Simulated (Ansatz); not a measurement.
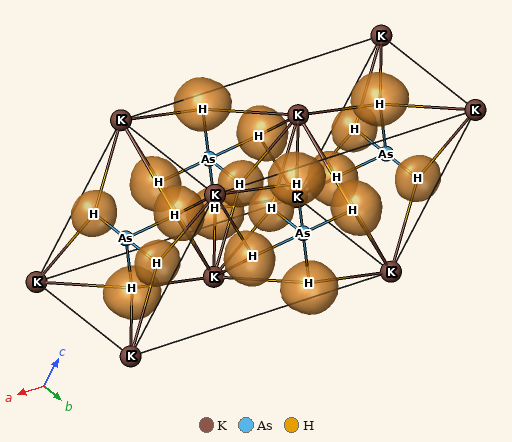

Figure 1: KAsH$_{6}$. Isosurface of the electron localisation function at 0.9 (orange), seen at an oblique angle. Core shells and regions of very low density are left out. Sticks mark near contacts.

Space group C2/m; a structure from a database of computed crystals, not necessarily the ambient phase; started from the CuSnF6-2 prototype, which need not be the ambient phase.

Theory: DFT, r2SCAN+rVV10, plane waves, PAW in Ansatz 0.2.0.

Identify the bonds, lone pairs and shells in this picture.

The surface consists of twelve regions around hydrogen nuclei, counted in one cell of 16 atoms. Regions shared between cells count once. Profiles from the grid: As–H (1.60 Å): the ELF climbs to about 1 towards the hydrogen, as it does in any bond to H. K–H (2.66 Å): the ELF climbs to about 1 towards the hydrogen.
